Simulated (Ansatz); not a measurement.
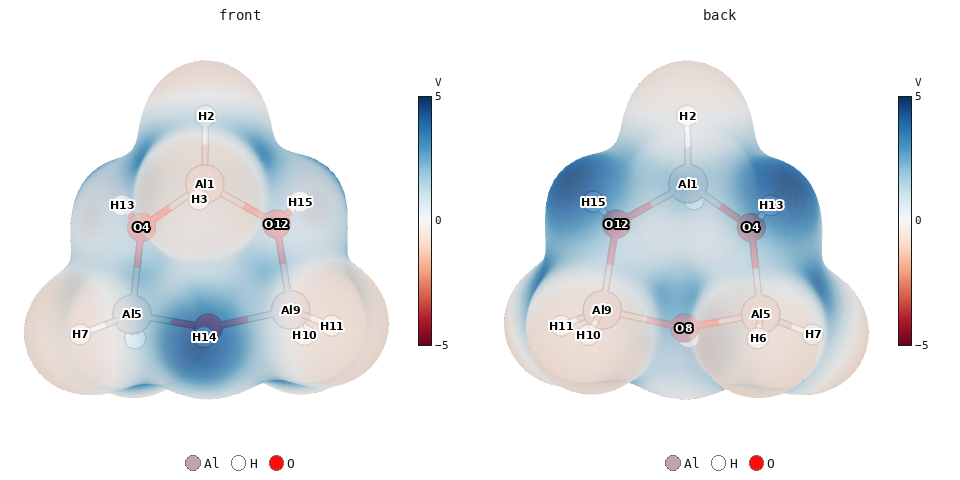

Figure. Al$_{3}$H$_{9}$O$_{3}$ ((H2Al-mu-OH)3). The molecular electrostatic potential painted on the density surface at 0.004 e/bohr³, seen from the front and from behind; the colour scale runs from red (negative) to blue (positive).

Geometry: PBE-D4/def2-SVP.

Theory: Ansatz 0.2.0, RKS PBE0-D4/def2-TZVP.

```yaml
atoms:
  - { symbol: Al, position_ang: [1.5115, 1.0100, -0.0576] }
  - { symbol: H, position_ang: [3.0944, 0.8644, -0.2652] }
  - { symbol: H, position_ang: [0.7186, 2.3699, 0.2069] }
  - { symbol: O, position_ang: [0.7281, 0.1733, -1.5466] }
  - { symbol: Al, position_ang: [-1.0897, -0.3133, -1.6435] }
  - { symbol: H, position_ang: [-1.1228, -1.8884, -1.9119] }
  - { symbol: H, position_ang: [-1.9429, 0.7688, -2.4543] }
  - { symbol: O, position_ang: [-1.4292, 0.0554, 0.1702] }
  - { symbol: Al, position_ang: [-0.7040, -0.6723, 1.7477] }
  - { symbol: H, position_ang: [-0.7433, -2.2694, 1.7095] }
  - { symbol: H, position_ang: [-1.3025, 0.2280, 2.9257] }
  - { symbol: O, position_ang: [1.0644, -0.1779, 1.3272] }
  - { symbol: H, position_ang: [1.3483, -0.2740, -2.1504] }
  - { symbol: H, position_ang: [-1.9111, 0.8923, 0.3147] }
  - { symbol: H, position_ang: [1.7802, -0.7669, 1.6274] }
```

Describe the electrostatic potential map.

The most negative region (about −0.6 V) lies over H6 and H10, the most positive (about +4.4 V) over H13, H14 and H15.
